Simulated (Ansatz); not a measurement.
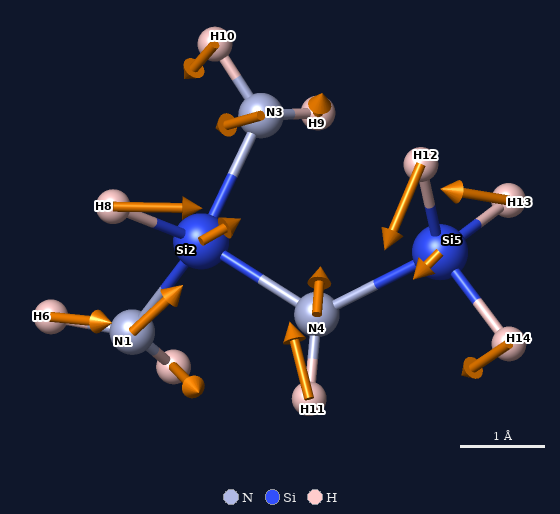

This is a relaxation of Si2N3H9. The starting structure is drawn; orange arrows show the displacements, 20 times their true length. The two geometries are superimposed by the best rigid fit.

The picture is a ball-and-stick view, seen at a tilt.

The start comes from PBE-D4/def2-SVP.

Level of theory: RKS PBE0-D4/def2-TZVP in Ansatz. (force threshold 0.005 eV/Å; at most 150 steps)

Q: Describe the change and its energy.

A: The largest move after the best rigid fit is that of an H atom, 0.057 Å. By element the largest moves are H 0.057 Å, N 0.046 Å, Si 0.030 Å. Near-neighbour distances that change, for instance: N–Si 1.756 → 1.727 Å, N–Si 1.741 → 1.714 Å, H–Si 1.509 → 1.489 Å, H–N 1.023 → 1.007 Å. Over 8 geometry steps the energy falls by 2.05 kcal/mol. The largest force component goes from 0.61 to 0.0046 eV/Å.
